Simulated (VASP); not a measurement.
Energy against volume of CsPbCl₃ (cubic perovskite). Method: optB88-vdW, VASP's PBE PAW potentials (set 64) (plane waves; VASP).

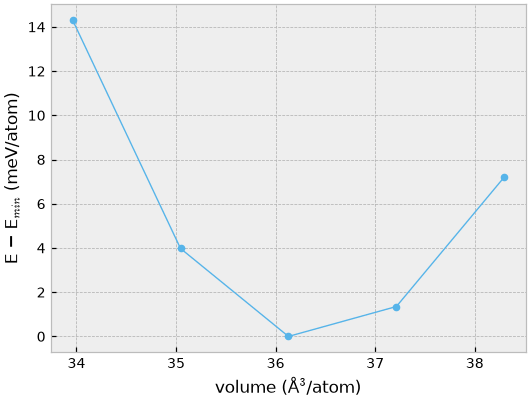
Fig. 1. Energy against volume

Task: Estimate the equilibrium volume and the bulk modulus.

Result: The minimum lies near 36.4 Å³/atom, and the curvature gives B0 of about 25 GPa.

The compound is CsPbCl3 in the cubic perovskite structure, the ideal cubic form; the compound distorts at low or room temperature. It was relaxed first.
